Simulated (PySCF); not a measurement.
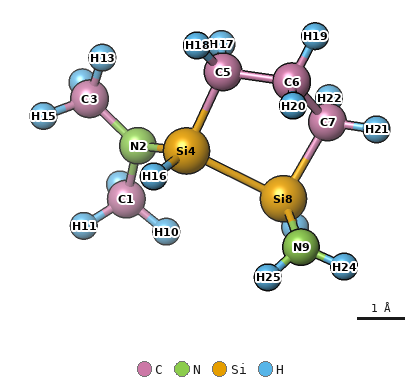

The input geometry of run 1 (ball-and-stick view, seen at a tilt; atoms are numbered from 1 in the order of the input).

# What a change does: NMR shielding calculation on C₅H₁₆N₂Si₂

System: C₅H₁₆N₂Si₂.
Method of run 1: GIAO PBE0/pcSseg-1 NMR shielding, non-relativistic, IEF-PCM dichloromethane (PySCF 2.14.0).

The geometry comes from this level: PBE0-D3(BJ)/def2-SVP. Text and figures count atoms from 1; the logs count them from 0 in places.

## Input file, run 1
```
{"job": {"kind": "nmr", "xc": "PBE0", "basis": "pcSseg-1", "solvent": "dichloromethane", "pop": true}, "charge": 0, "multiplicity": 1}
C      2.387555     1.210525    -0.970324
N      1.823096    -0.026087    -0.496383
C      2.741099    -1.136131    -0.527430
Si     0.460588    -0.048081     0.595270
C     -0.546054    -1.653434     0.399378
C     -2.045074    -1.319900     0.485882
C     -2.429188    -0.174414    -0.463109
Si    -1.332881     1.315489    -0.034328
N     -1.964930     2.101844     1.385419
H      1.622555     2.001769    -0.992840
H      3.231305     1.575658    -0.347285
H      2.773265     1.095720    -2.001011
H      2.238682    -2.068285    -0.226014
H      3.135196    -1.292399    -1.549344
H      3.616216    -0.997007     0.141960
H      0.849735     0.133580     2.043388
H     -0.313728    -2.048430    -0.606305
H     -0.266515    -2.432772     1.125928
H     -2.649633    -2.219906     0.278538
H     -2.293758    -1.018635     1.519334
H     -3.502489     0.068379    -0.388594
H     -2.240748    -0.465832    -1.512081
H     -1.153263     2.210687    -1.230622
H     -2.835801     2.620345     1.336786
H     -1.316620     2.559112     2.016401
```

The first line tells a small driver script what to run in PySCF; the rest is the geometry in Å.

Command:
```bash
OMP_NUM_THREADS=1 python <driver script> task.json out
```

Hardware: 1 CPU thread, shared host.

## Output (run 1)
```
coarse grid: 20728 points
cycle   1  E = -887.8979310949  dE =  7.165e-01  |g| = 5.925e-01  |ddm| = 4.403e+00
cycle   2  E = -887.8463381571  dE =  5.159e-02  |g| = 7.624e-01  |ddm| = 1.352e+00
cycle   3  E = -887.9829113268  dE = -1.366e-01  |g| = 5.852e-02  |ddm| = 8.070e-01
cycle   4  E = -887.9834028338  dE = -4.915e-04  |g| = 3.212e-02  |ddm| = 7.520e-02
cycle   5  E = -887.9836214414  dE = -2.186e-04  |g| = 6.917e-03  |ddm| = 3.194e-02
cycle   6  E = -887.9836315477  dE = -1.011e-05  |g| = 2.239e-03  |ddm| = 9.219e-03
cycle   7  E = -887.9836327682  dE = -1.220e-06  |g| = 3.883e-04  |ddm| = 2.653e-03
final grid: 187832 points
cycle   8  E = -888.0309127569  dE = -3.765e-05  |g| = 1.018e-02  |ddm| = 3.014e-02
cycle   9  E = -888.0308975954  dE =  1.516e-05  |g| = 1.302e-02  |ddm| = 2.244e-02
cycle  10  E = -888.0309383991  dE = -4.080e-05  |g| = 9.248e-04  |ddm| = 1.223e-02
cycle  11  E = -888.0309385519  dE = -1.528e-07  |g| = 2.999e-04  |ddm| = 9.174e-04
cycle  12  E = -888.0309385691  dE = -1.719e-08  |g| = 7.039e-05  |ddm| = 2.757e-04
cycle  13  E = -888.0309385701  dE = -1.003e-09  |g| = 3.196e-05  |ddm| = 1.190e-04
cycle  14  E = -888.0309385704  dE = -2.549e-10  |g| = 3.844e-06  |ddm| = 3.526e-05
converged SCF energy = -888.0309385704

GIAO shielding tensors (ppm)
atom      isotropic    diamagn.    paramagn.     s11        s22        s33       span
  0 C      141.279     243.990    -102.711    117.399    121.941    184.497     67.098
  1 N      250.257     329.371     -79.114    217.959    261.924    270.889     52.931
  2 C      145.027     242.954     -97.927    122.134    127.895    185.052     62.918
  3 Si     356.909     884.132    -527.223    284.379    360.043    426.306    141.926
  4 C      166.205     256.716     -90.511    155.103    160.644    182.867     27.764
  5 C      160.869     248.153     -87.285    139.909    170.207    172.490     32.582
  6 C      164.550     255.670     -91.120    156.609    165.765    171.276     14.667
  7 Si     375.087     881.782    -506.695    332.661    374.411    418.189     85.527
  8 N      261.009     316.733     -55.724    224.698    263.396    294.934     70.236
  9 H       28.400      30.581      -2.181     22.927     28.682     33.591     10.664
 10 H       28.796      28.179       0.617     24.662     25.975     35.751     11.089
 11 H       28.820      28.978      -0.158     24.656     25.890     35.914     11.258
 12 H       28.635      29.997      -1.363     22.819     29.106     33.980     11.161
 13 H       28.964      28.389       0.576     24.674     26.015     36.204     11.530
 14 H       28.948      27.589       1.359     24.616     26.152     36.076     11.460
 15 H       26.540      32.045      -5.505     23.018     25.506     31.096      8.078
 16 H       30.816      34.321      -3.504     25.954     29.950     36.545     10.591
 17 H       29.666      32.143      -2.477     24.267     28.352     36.379     12.112
 18 H       29.083      29.588      -0.505     22.515     27.599     37.136     14.621
 19 H       29.820      31.416      -1.597     25.831     27.870     35.758      9.928
 20 H       30.084      29.884       0.200     25.539     27.531     37.183     11.644
 21 H       30.892      32.785      -1.893     26.757     28.530     37.389     10.632
 22 H       26.273      31.099      -4.826     22.939     24.768     31.111      8.172
 23 H       30.983      28.191       2.792     22.809     26.553     43.586     20.778
 24 H       30.934      31.050      -0.117     22.543     27.712     42.547     20.004
```

For run 2 the input was changed thus:
```diff
-"solvent": "dichloromethane"
-"pop": true
+"solvent": "tetrahydrofuran"
+"pop": false
```

What does this change do to the results?

The total energy of run 2 is 0.14 kcal/mol higher: the change of the electrostatic solvation energy at this fixed geometry, without cavity or dispersion terms. Of all shieldings, the largest change is that of N9, by −0.1 ppm. The number of SCF iterations is the same.

## Output (run 2)
```
coarse grid: 20728 points
cycle   1  E = -887.8975683956  dE =  7.168e-01  |g| = 5.929e-01  |ddm| = 4.403e+00
cycle   2  E = -887.8456210555  dE =  5.195e-02  |g| = 7.636e-01  |ddm| = 1.353e+00
cycle   3  E = -887.9826786298  dE = -1.371e-01  |g| = 5.858e-02  |ddm| = 8.089e-01
cycle   4  E = -887.9831724210  dE = -4.938e-04  |g| = 3.209e-02  |ddm| = 7.517e-02
cycle   5  E = -887.9833903260  dE = -2.179e-04  |g| = 6.957e-03  |ddm| = 3.195e-02
cycle   6  E = -887.9834005539  dE = -1.023e-05  |g| = 2.245e-03  |ddm| = 9.256e-03
cycle   7  E = -887.9834017810  dE = -1.227e-06  |g| = 3.888e-04  |ddm| = 2.657e-03
final grid: 187832 points
cycle   8  E = -888.0306835456  dE = -3.762e-05  |g| = 1.018e-02  |ddm| = 3.014e-02
cycle   9  E = -888.0306682889  dE =  1.526e-05  |g| = 1.304e-02  |ddm| = 2.246e-02
cycle  10  E = -888.0307092109  dE = -4.092e-05  |g| = 9.262e-04  |ddm| = 1.226e-02
cycle  11  E = -888.0307093642  dE = -1.533e-07  |g| = 3.000e-04  |ddm| = 9.171e-04
cycle  12  E = -888.0307093814  dE = -1.718e-08  |g| = 7.052e-05  |ddm| = 2.760e-04
cycle  13  E = -888.0307093824  dE = -1.010e-09  |g| = 3.203e-05  |ddm| = 1.192e-04
cycle  14  E = -888.0307093827  dE = -2.551e-10  |g| = 3.843e-06  |ddm| = 3.531e-05
converged SCF energy = -888.0307093827

GIAO shielding tensors (ppm)
atom      isotropic    diamagn.    paramagn.     s11        s22        s33       span
  0 C      141.262     243.975    -102.713    117.390    121.921    184.475     67.086
  1 N      250.246     329.370     -79.124    217.957    261.911    270.870     52.914
  2 C      145.007     242.940     -97.933    122.112    127.885    185.025     62.913
  3 Si     356.906     884.132    -527.226    284.371    359.999    426.348    141.977
  4 C      166.198     256.712     -90.515    155.097    160.643    182.854     27.758
  5 C      160.862     248.140     -87.278    139.880    170.226    172.479     32.599
  6 C      164.525     255.656     -91.130    156.578    165.745    171.252     14.673
  7 Si     375.106     881.786    -506.679    332.671    374.409    418.239     85.568
  8 N      260.921     316.700     -55.779    224.615    263.277    294.872     70.257
  9 H       28.402      30.583      -2.181     22.930     28.685     33.591     10.661
 10 H       28.799      28.180       0.619     24.665     25.979     35.753     11.088
 11 H       28.822      28.978      -0.156     24.658     25.893     35.914     11.256
 12 H       28.639      30.003      -1.364     22.824     29.110     33.983     11.159
 13 H       28.967      28.390       0.577     24.678     26.019     36.205     11.527
 14 H       28.950      27.590       1.360     24.617     26.155     36.077     11.459
 15 H       26.535      32.034      -5.499     23.014     25.499     31.092      8.079
 16 H       30.819      34.323      -3.504     25.957     29.954     36.545     10.588
 17 H       29.669      32.146      -2.476     24.272     28.356     36.380     12.108
 18 H       29.085      29.587      -0.502     22.515     27.602     37.138     14.623
 19 H       29.813      31.406      -1.593     25.824     27.863     35.752      9.928
 20 H       30.087      29.886       0.201     25.542     27.536     37.182     11.640
 21 H       30.894      32.785      -1.892     26.759     28.533     37.389     10.630
 22 H       26.269      31.093      -4.824     22.936     24.764     31.107      8.172
 23 H       31.000      28.207       2.792     22.827     26.584     43.589     20.763
 24 H       30.948      31.063      -0.115     22.559     27.739     42.547     19.989
```

## The two runs side by side

| quantity | run 1 | run 2 |
| --- | --- | --- |
| outcome | converged | converged |
| total energy (hartree) | −888.030939 | −888.030709 |
| HOMO (eV) | −6.08 | −6.08 |
| LUMO (eV) | 0.44 | 0.44 |
| dipole moment (D) | 0.83 | 0.82 |
| shielding of C1 (ppm) | 141.3 | 141.3 |
| shielding of C3 (ppm) | 145.0 | 145.0 |
| shielding of C7 (ppm) | 164.5 | 164.5 |
| shielding of Si8 (ppm) | 375.1 | 375.1 |
| shielding of N9 (ppm) | 261.0 | 260.9 |
| shielding of H24 (ppm) | 31.0 | 31.0 |
| shielding of H25 (ppm) | 30.9 | 30.9 |
| SCF iterations | 14 | 14 |
| basis functions | 247 | 247 |
| wall time (shared host) | 1.9 min | 1.8 min |
